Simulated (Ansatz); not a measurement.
# Fe wire along [100], 25 atoms a period: bands along the axis, part 2 of 2

What gap, if any, does the Fe wire along [100], 25 atoms a period have, and how many channels would it open?

Ansatz 0.2.0; DFT PBE, plane waves, PAW; relaxation of a wire's period; PAW set soft_1 (the session's first sound run).

So far: The structure; Relaxing the period.

### 2. Relaxing the period (continued)

Site moment by element, in μB:

```
element  atoms  mean  spread (r.m.s.)  least  largest
     Fe     25  2.54             0.14   2.36     2.79
```

The atoms farthest from the mean of their element:

```
atom         x, y, z (Å)  site moment (μB)
 Fe9   9.06, 14.72, 0.00              2.79
 Fe5    9.06, 3.40, 0.00              2.79
Fe13   14.72, 9.06, 0.00              2.79
 Fe1    3.40, 9.06, 0.00              2.79
Fe17    7.61, 7.61, 1.37              2.36
Fe22  10.51, 10.51, 1.37              2.36
Fe18   7.61, 10.51, 1.37              2.36
Fe21   10.51, 7.61, 1.37              2.36
```

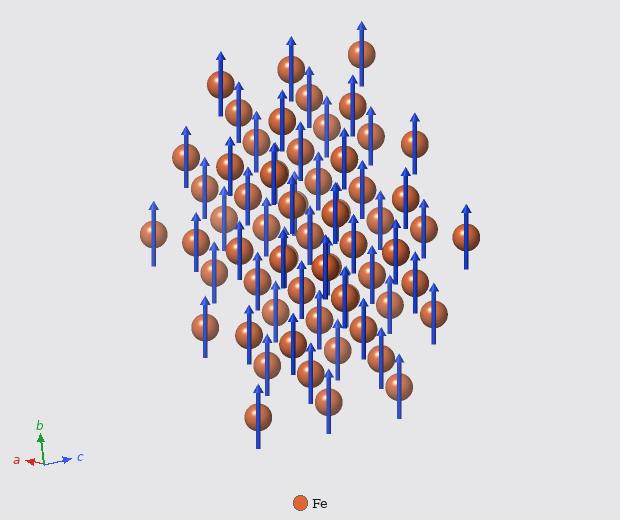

Site moment as arrows, the longest 2.79 μB. Up and down stand for the sign. Arrows give size and sign along the axis of quantisation, drawn up and down the page. 1×1×2 cells are drawn. Some periodic images of atoms are drawn too.

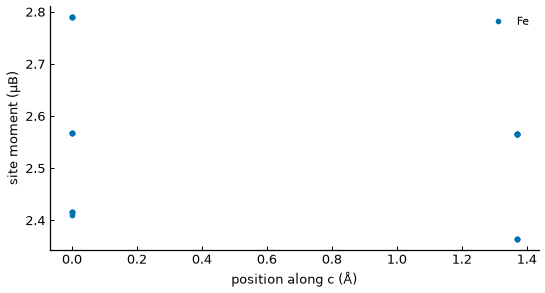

Site moment along the cell.

The cell's length comes to 2.737 Å with an absolute moment of 66.79 μB a cell.

### 3. Bands of the perfect wire

This step: DFT PBE, plane waves, PAW; bands of a perfect wire; PAW set soft_1 (Ansatz 0.2.0).

At the relaxed period the bands are computed along the axis; those that cross an energy going forward count the channels that a perfect wire would open there.

input.yaml

```yaml
crystal:
  lattice:
    - [18.12, 0.0, 0.0]
    - [0.0, 18.12, 0.0]
    - [0.0, 0.0, 2.737400984]
  atoms:
    - { symbol: Fe, position: [0.187910275, 0.5, 0.0], spin: 2.79 }
    - { symbol: Fe, position: [0.340431638, 0.340431638, 0.0], spin: 2.57 }
    - { symbol: Fe, position: [0.341914859, 0.5, 0.0], spin: 2.42 }
    - { symbol: Fe, position: [0.340431638, 0.659568362, 0.0], spin: 2.57 }
    - { symbol: Fe, position: [0.5, 0.187910275, 0.0], spin: 2.79 }
    - { symbol: Fe, position: [0.5, 0.341914859, 0.0], spin: 2.42 }
    - { symbol: Fe, position: [0.5, 0.5, 0.0], spin: 2.41 }
    - { symbol: Fe, position: [0.5, 0.658085141, 0.0], spin: 2.42 }
    - { symbol: Fe, position: [0.5, 0.812089725, 0.0], spin: 2.79 }
    - { symbol: Fe, position: [0.659568362, 0.340431638, 0.0], spin: 2.57 }
    - { symbol: Fe, position: [0.658085141, 0.5, 0.0], spin: 2.42 }
    - { symbol: Fe, position: [0.659568362, 0.659568362, 0.0], spin: 2.57 }
    - { symbol: Fe, position: [0.812089725, 0.5, 0.0], spin: 2.79 }
    - { symbol: Fe, position: [0.262898272, 0.420883365, 0.5], spin: 2.57 }
    - { symbol: Fe, position: [0.262898272, 0.579116635, 0.5], spin: 2.57 }
    - { symbol: Fe, position: [0.420883365, 0.262898272, 0.5], spin: 2.57 }
    - { symbol: Fe, position: [0.420016649, 0.420016649, 0.5], spin: 2.36 }
    - { symbol: Fe, position: [0.420016649, 0.579983351, 0.5], spin: 2.36 }
    - { symbol: Fe, position: [0.420883365, 0.737101728, 0.5], spin: 2.57 }
    - { symbol: Fe, position: [0.579116635, 0.262898272, 0.5], spin: 2.57 }
    - { symbol: Fe, position: [0.579983351, 0.420016649, 0.5], spin: 2.36 }
    - { symbol: Fe, position: [0.579983351, 0.579983351, 0.5], spin: 2.36 }
    - { symbol: Fe, position: [0.579116635, 0.737101728, 0.5], spin: 2.57 }
    - { symbol: Fe, position: [0.737101728, 0.420883365, 0.5], spin: 2.57 }
    - { symbol: Fe, position: [0.737101728, 0.579116635, 0.5], spin: 2.57 }
magnetization:
  spin_polarized: true
kpoints:
  mp_grid: { grid: [1, 1, 30] }
  band_path: { path: ["Γ", Z], npoints: 90 }
scf:
  occupations: { method: fermi_dirac, width: 0.05 }
hamiltonian:
  xc: pbe
  pseudopotentials: { kind: paw, azcp: { folder: soft_1 } }
output:
  dos: { e_range: [-5, 4] }
  write_potential: true
  write_density: true
  volumetric_format: npy
```

Run with:

```
ansatz run input.yaml --threads 4 --pin off --max-ram 16384MiB --backend cpu --events-out ev --progress --plain --runs-dir out
```

Numbers of over 12 decimals in the logs are rounded to 6 here.

Log:

```text
[...]
Crystal: 25 atoms, lattice volume = 898.783 Å³
Basis set: ecut = 420 eV, 17701 PW (Γ)
Bands: 279, of which v1, the nominal top of the filled ones, is band 200 counted from 1 (199 counted from 0)
Symmetry: 16 space group operations
[...]
k-points: 16 of 30
[...]
Starting moments: Σ|m| = 63.53 μB on 25 of 25 sites
[...]
SCF iter   1: F=—  HF=-111990.055296 eV  |F-HF|=—  |Δ(HF+E_count)|=         —  Δρ=4.07e-2 (↑1.78e-2 ↓4.07e-2)  dr2=7.37e1  dr2_m=3.94e0  M=62.202 μB ∫|m|=62.794 μB  β_m=0.30  ethr=3.10e-3  ⟨swp⟩=8.2  Hψ=42581  notcnv=0  defer=699
[...]
SCF iter  15: F=-111995.731279 eV  HF=-111995.731280 eV  |F-HF|=9.18e-8  |Δ(HF+E_count)|=   3.64e-9  Δρ=1.71e-6 (↑1.57e-6 ↓1.71e-6)  dr2=9.90e-8  dr2_m=3.60e-9  M=64.403 μB ∫|m|=66.793 μB  ethr=2.13e-11  ⟨swp⟩=13.5  Hψ=44612  notcnv=0
SCF 1 converged in 15 iterations: F = -111995.731279 eV  dr2 = 9.90e-8
[...]
WARN: The output density's exchange-correlation potential varies sharply where the density is thin. Do not read a vacuum level from v_tot or v_xc, or from such a field of the output density. On a cell that repeats whose density bears no net charge and no dipole along the vacuum's axis use v_es (v_loc + v_h of the components); under efield.dipole_correction with no amplitude use v_es + v_field, which holds any externa [...]
NSCF: frozen V_eff on 91 k-points
WARN: pass on a band path, mesh or list of k-points: the 91 k-points are solved 46 at a time at the most, because the 14.40 GiB of host memory that the pass is priced against does not hold them all with the solver's workspace as planned. The pass can take longer, above all where fewer k-points are solved at a time than the run has threads. As a rule a larger memory budget leaves room for more at once. The budget is what a run with no `--max-ram-frac` typed is planned for, 0.8 of the host's memory or its container's limit. More memory there lifts it, and so does a share over 0.88 that is typed (of such a share the budget is ten elevenths): [rest of the remark cut]
SCF converged after 15 iterations
Magnetization: 64.4032 μB (232.2016 up, 167.7984 down)
Absolute magnetization: 66.7972 μB (∫|ρ↑−ρ↓|, with the PAW one-centre terms)
[...]
Per-site moments (μB) at R_I (Å): [(2.790454, 0.991273), (2.566795, 1.008074), (2.416139, 1.008443), (2.566795, 1.008074), (2.790454, 0.991273), (2.416139, 1.008443), (2.413193, 1.016649), (2.416139, 1.008443), (2.790454, 0.991273), (2.566795, 1.008074), (2.416139, 1.008443), (2.566795, 1.008074), (2.790454, 0.991273), (2.565995, 0.991273), (2.565995, 0.991273), (2.565995, 0.991273), (2.364893, 1.008443), (2.364893, 1.008443), (2.565995, 0.991273), (2.565995, 0.991273), (2.364893, 1.008443), (2.364893, 1.008443), (2.565995, 0.991273), (2.565995, 0.991273), (2.565995, 0.991273)]
Free energy (F): -111995.731279 eV
[...]
Internal energy: -111995.498254 eV  (E = F + TS)
E sigma→0 (E₀):  -111995.614767 eV
Entropy (-TS):   -0.233026 eV (-9.321 meV/atom)
Fermi energy:    2.897099 eV
[...]
--- Band table (eV; the first three rows and the last of 32) ---
  k-point 0 ↑: bands = [... 196 lower, 1.4414, 1.4485, 1.4811, 1.4811, 1.5083, 1.5310, 1.5310, 1.5385, ... 75 higher]
  k-point 1 ↑: bands = [... 196 lower, 1.4429, 1.4966, 1.4966, 1.5156, 1.5274, 1.5274, 1.5305, 1.5457, ... 75 higher]
  k-point 2 ↑: bands = [... 196 lower, 1.4505, 1.5002, 1.5002, 1.5331, 1.5669, 1.5948, 1.5977, 1.5977, ... 75 higher]
  k-point 15 ↓: bands = [... 196 lower, 4.5901, 4.5901, 4.6456, 4.6611, 4.6699, 4.6962, 4.6962, 4.6966, ... 75 higher]
```

Wall time 13 min (4 threads of Intel Xeon Platinum 8488C (Sapphire Rapids), shared host); peak memory 11 GiB.

This step gave:

```
energy at zero smearing : -111995.6148 eV
absolute moment         : 66.80 μB
band gap                : 0 eV
```

Between Γ and Z the bands cross the Fermi level 40 times, so a perfect wire would conduct at least 20 G₀, with an absolute moment of 66.80 μB a cell.

### 4. Summary of results

```json
{"cell length, PBE": "2.737 Å", "absolute moment, PBE": "66.8 μB", "ballistic conductance by band crossings, a lower bound, PBE": "20 G₀"}
```

What this shows: Under PBE the cell's length is 2.74 Å, the absolute moment is 66.80 μB a cell, and the bands cross the Fermi level 40 times between Γ and Z, which gives a perfect wire at least 20 G₀ (opposite crossings within one step of the path cancel in such a count). In the perfect wire the moments were started parallel, and no opposed start was run. No search over magnetic orders was made; another may lie lower.

[Logs are printed without paths, hosts, clocks, repeated set-up lines and the standing remarks that a program may print on its own settings, such as how far it seeks lower states.]

[Hosts, paths, dates, database ids (printed as entryN), source tags and the programs' standing remarks are cut or masked in the printed files.]
